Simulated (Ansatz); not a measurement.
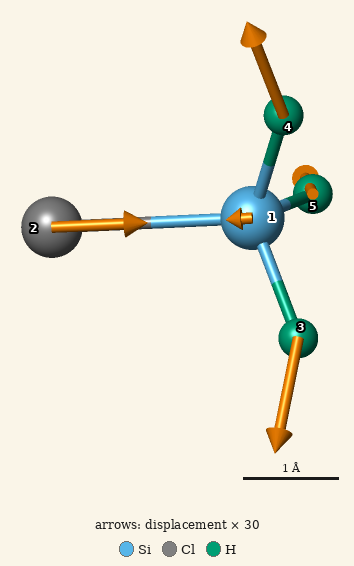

This is a relaxation of SiH₃Cl. The starting structure is drawn; orange arrows show the displacements, magnified 30 times. The two geometries are superimposed by the best rigid fit.

The picture is a ball-and-stick view, seen at a tilt.

The run prepares the start of a later molecular dynamics calculation, from a guessed geometry.

Computed with RKS revPBE-D4/def2-SVP (Ansatz 0.2.0). Set-up: no spin polarisation; force threshold 0.02 eV/Å; at most 40 steps.

### What did the optimiser do to the structure, and how much energy did it gain?

The largest moves after the best rigid fit, 0.044 Å, are those of H3, H4 and H5. By element the largest moves are H 0.044 Å, Cl 0.034 Å, Si 0.010 Å. Some distances before and after: Si1–Cl2 2.130 → 2.086 Å, Si1–H3 1.460 → 1.501 Å. Over 3 geometry steps the energy falls by 0.064 eV. The largest force component goes from 1.2 to 0.0021 eV/Å. Cost: 4.6 s on 1 thread of Arm Neoverse V1, with other jobs on the host, peak memory 0.1 GiB.
